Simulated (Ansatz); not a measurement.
## MoSi2, response to strain

Take MoSi₂ (space group I4/mmm, No. 139; a = 3.2017 Å, c = 7.8186 Å) as the base. Axes: x, y, z lie along a, b, c of the conventional cell.

Strains are applied to the cell and any free atomic positions relax; under biaxial strain the out-of-plane vector relaxes too.

Level of theory: r2SCAN in Ansatz (plane waves to 500 eV, PAW, no spin-orbit coupling).

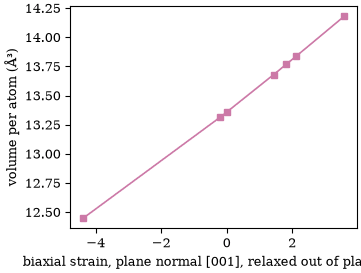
*Volume per atom against biaxial strain, plane normal [001], relaxed out of plane*

From the plot, what is the volume per atom for biaxial strain −0.19 %, plane normal [001], relaxed out of plane?

About 13.3 Å³.

Is the trend monotonic over the range shown?

Yes, it rises throughout, spanning 12.45 Å³ to 14.18 Å³.

Without a gap, meshes like the base's 14×14×14 leave anisotropic stresses uncertain by several tenths of a GPa, and small strain energies with them. No phonon test of stability was made. All final runs are without spin polarisation.

Ansatz is a first-principles code.
